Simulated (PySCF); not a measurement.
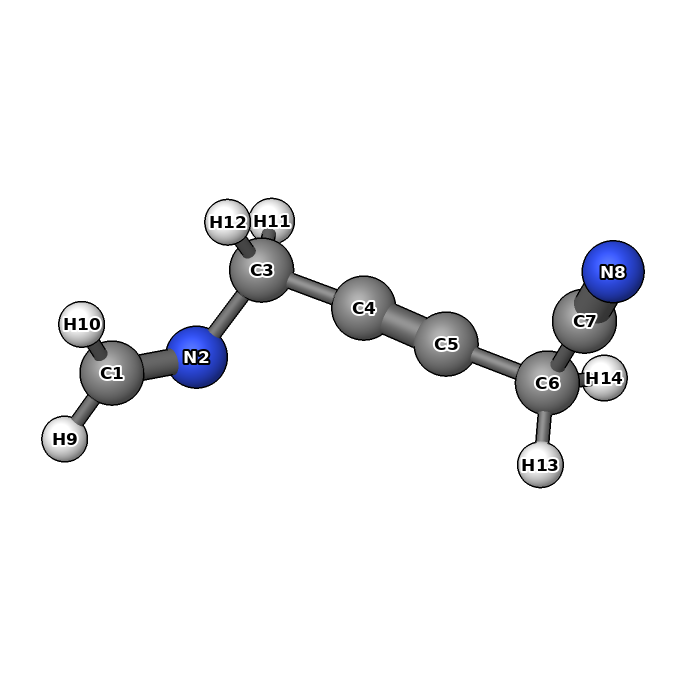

The thickness of each stick grows with its Mayer bond order. The computed structure is the end point of a GFN2-xTB optimisation. No frequency run is at hand to confirm it as a minimum. Method: PBE0/pcSseg-1 (PySCF 2.14.0).

Question: Which bond has the highest Mayer bond order?

Answer: C7–N8, 3.06, at a length of 1.142 Å.

List the Mayer bond orders of C1–N2, C1–H9, C1–H10, N2–C3, C3–C4, C3–H11, C3–H12, C4–C5, C5–C6, C6–C7, C6–H13, C6–H14, C7–N8.

| bond | Mayer order | length (Å) |
| --- | --- | --- |
| C1–N2 | 1.97 | 1.249 |
| C1–H9 | 0.95 | 1.080 |
| C1–H10 | 0.93 | 1.097 |
| N2–C3 | 0.99 | 1.439 |
| C3–C4 | 1.13 | 1.452 |
| C3–H11 | 0.91 | 1.096 |
| C3–H12 | 0.91 | 1.105 |
| C4–C5 | 2.54 | 1.198 |
| C5–C6 | 1.11 | 1.454 |
| C6–C7 | 1.02 | 1.446 |
| C6–H13 | 0.90 | 1.096 |
| C6–H14 | 0.90 | 1.096 |
| C7–N8 | 3.06 | 1.142 |
